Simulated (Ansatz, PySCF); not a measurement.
Breaking the B1–H2 bond in BH3Se (SMILES B[SeH]) (multiplicity 1 held, fragments rigid). Energies count from the point at 1.186 Å.
Geometry at that point (charge 0, multiplicity 1):
| atom | x (Å) | y (Å) | z (Å) |
|---|---|---|---|
| B | 0.4501 | -0.0398 | -1.5025 |
| H | -0.2892 | -0.5600 | -2.2704 |
| H | 1.4866 | 0.4372 | -1.8194 |
| Se | -0.1317 | -0.0109 | 0.3152 |
| H | 1.0302 | 0.6917 | 0.8871 |

Restricted levels (R-, RO-) in cc, def2 and unpolarised 6-31G sets keep to the state of the molecule at rest. Unrestricted levels (U-) break spin symmetry where that is lower. Active spaces are followed from a long bond inwards. Levels need not reach the same state.

Correlated levels freeze the cores. Filled d and f shells under p-block atoms count as core. Rows in 3-21G carry no dispersion term and start afresh at each structure; the Pople sets are all-electron and without relativity.

Programs: Ansatz (Gaussian basis) for Hartree–Fock, density functionals and correlated methods; PySCF for 3-21G rows. 

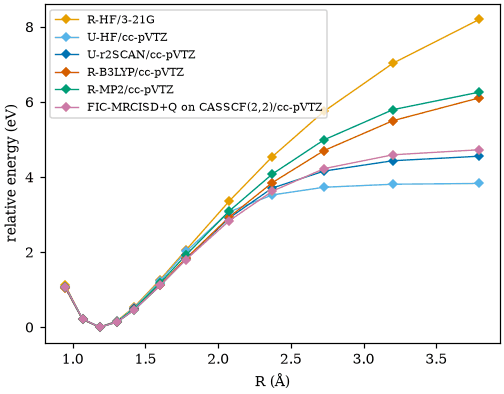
Figure: Relative energy along the coordinate

Problem. Read off the U-HF/cc-pVTZ curve at R = 3.795.

Solution. about 3.8 eV

Doubts at one or more of the structures used: a restricted determinant that unrestricted orbitals would lower (R-HF/3-21G, R-B3LYP/cc-pVTZ, R-MP2/cc-pVTZ); a spin-contaminated determinant (U-HF/cc-pVTZ, U-r2SCAN/cc-pVTZ).

Ansatz is a quantum-chemistry and plane-wave program.
